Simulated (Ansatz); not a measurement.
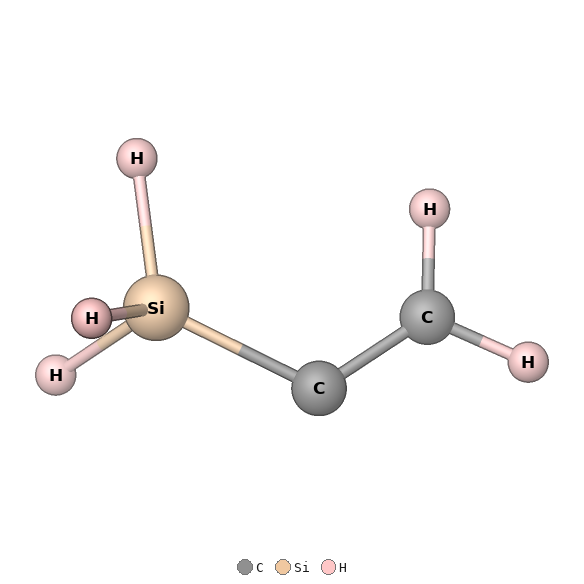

Depth is shown by fading: the farther an atom, the more it takes the colour of the background. Charge −1, singlet. The geometry was computed by an optimisation with PBE-D4/def2-SVPD. No frequency run is at hand to confirm it as a minimum.

Question: List the symmetry elements and name the point group.

Answer: It has 1 mirror plane, so the point group is Cs. The group has 2 operations. The geometry is achiral, and symmetry allows a dipole moment.
